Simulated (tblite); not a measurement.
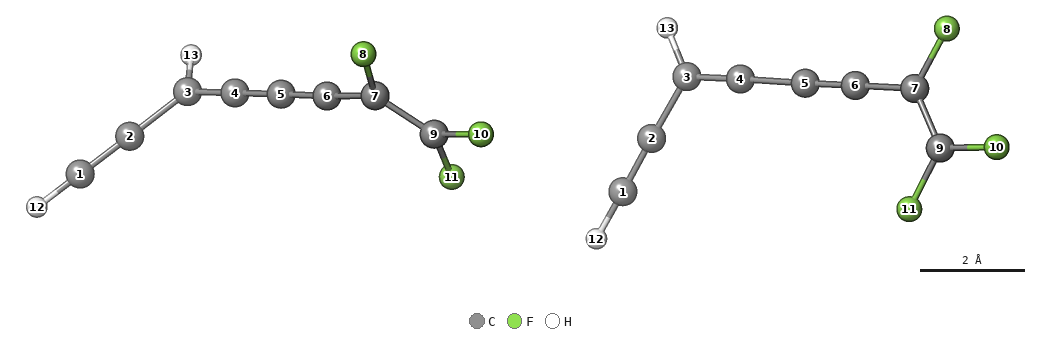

Two geometries of C8H2F3 (multiplicity 2), drawn at one scale. One is the start of a relaxation, the other its converged end. Style: ball-and-stick. Shown from a free direction.

Level of theory: GFN2-xTB geometry optimisation, gas phase in tblite. 

> Which geometry has the lower energy?

The left one is the relaxed one. Over 145 geometry steps the energy falls by 33.7 kcal/mol. F8 moves most after the best rigid fit: 1.67 Å. Largest moves by element: F 1.67 Å, H 1.22 Å, C 0.63 Å. Some distances before and after: C4–C5 1.542 → 1.288 Å, C6–C7 1.422 → 1.369 Å, C5–C6 1.196 → 1.247 Å, C3–C4 1.285 → 1.310 Å. Bond angles that change, for instance: F10–C9–F11 119.6° → 111.6°, C7–C9–F10 119.9° → 125.4°, C2–C3–C4 120.0° → 123.4°. The run took 1.5 s on 1 thread of Intel(R) Xeon(R) Processor @ 2.70GHz, on a shared host.
